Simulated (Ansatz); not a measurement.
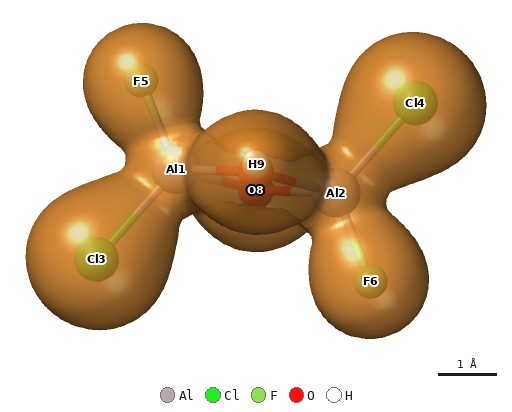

*Al₂Cl₂F₂H₂O₂ (SMILES [F][Al-]1([Cl])[OH+][Al-]([F])([Cl])[OH+]1). Isosurface of the electron density at 0.2 e/Å³ (orange), seen from one side.*

Geometry: PBE0-D4/def2-SVP.

Level of theory: isolated molecule in a Gaussian basis; Kohn-Sham density functional theory, functional PBE0 in Ansatz 0.2.0.

```xyz
10

Al   -1.9092   -0.9114   -1.2505
Al   -0.4711   -0.2502   -3.5663
Cl   -3.0100    0.4982   -0.1679
Cl    0.6301   -1.6587   -4.6499
F    -1.9021   -2.4762   -0.6965
F    -0.4789    1.3149   -4.1195
O    -2.1447   -0.8194   -3.0693
O    -0.2355   -0.3425   -1.7476
H    -2.9177   -1.0144   -3.6049
H     0.5376   -0.1481   -1.2119
```

> How is the density connected at this value?

At this value the surface is in one piece. It bridges the sampled Al–F (1.66 Å), Al–O (1.84 Å), Al–Cl (2.09 Å) and O–H (0.96 Å) contacts, where the density stays above the isovalue. On the grid the lowest density along these lines, outside the cores, is 0.67 e/Å³ (Al–F, 1.66 Å), 0.51 e/Å³ (Al–O, 1.84 Å), 0.53 e/Å³ (Al–Cl, 2.09 Å) and 2.4 e/Å³ (O–H, 0.96 Å).
